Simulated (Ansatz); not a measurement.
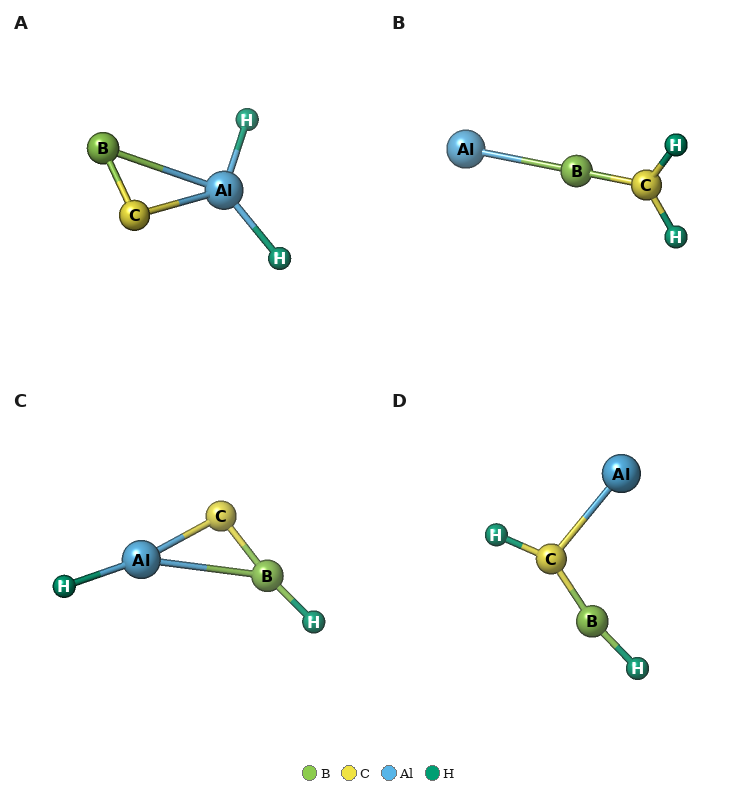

4 stationary structures of one formula. Geometries: PBE0-D4/def2-TZVP. Electronic energies: RHF-CCSD(T) (frozen core)/def2-TZVPP (Ansatz 0.2.0), without zero-point energy. No frequency run is at hand to confirm each as a minimum.

### Which structure is the most stable?

D is lowest (Cs); C lies 81.0 kJ/mol above it (Cs), B lies 91.5 kJ/mol above it, A lies 375.2 kJ/mol above it (Cs).
